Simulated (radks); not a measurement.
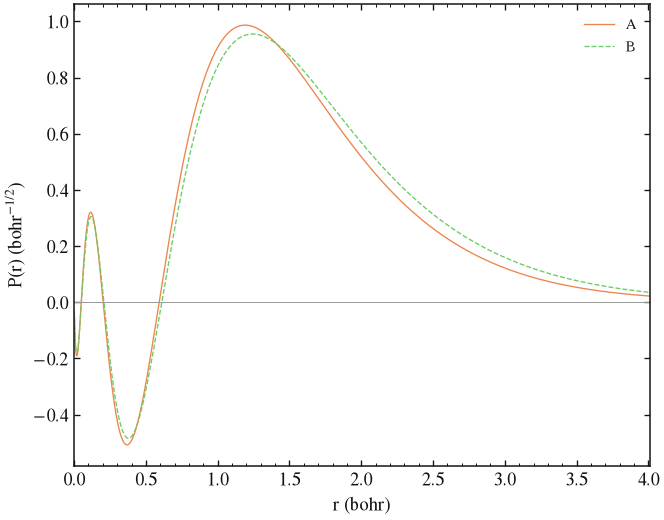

Two nuclei with the same 36 electrons, [Kr], were computed: Sr²⁺; Z = 37.25 with 36 electrons. Computed with the in-house radial solver radks: scalar-relativistic Kohn-Sham, r2SCAN, spin-unpolarised, spherical densities, finite nucleus.

The plot shows P(r) = r R(r) of the 4s orbital in both runs (large components where relativistic).

**Assign A and B.**

A is Sr²⁺ (⟨r⟩ = 1.36 bohr, eigenvalue −56.0 eV); B is Z = 37.25 with 36 electrons (⟨r⟩ = 1.43 bohr, eigenvalue −42.8 eV). The larger nuclear charge pulls the orbital in.
